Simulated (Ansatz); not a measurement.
Take MgO in the rock salt structure (space group Fm-3m, No. 225; a = 4.2141 Å) as the base.

It is then changed as follows: a hydrostatic pressure of 1.5 GPa.

Calculations: plane-wave PAW DFT at the PBEsol level (Ansatz, a first-principles code, 420 eV), without spin-orbit coupling.

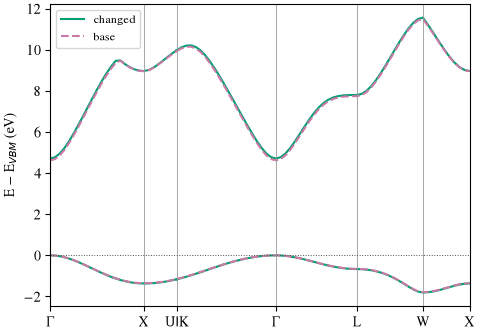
Figure. Highest valence and lowest conduction band along the path, each from its own valence-band maximum

Task: From the figure, how large is the changed gap, and is it direct?

Result: About 4.7 eV, direct at Γ.

Load acts through the strain it causes; cell and atoms are relaxed under it. No phonon test of stability was made. The base started in P3_121 and relaxed to Fm-3m at this level.
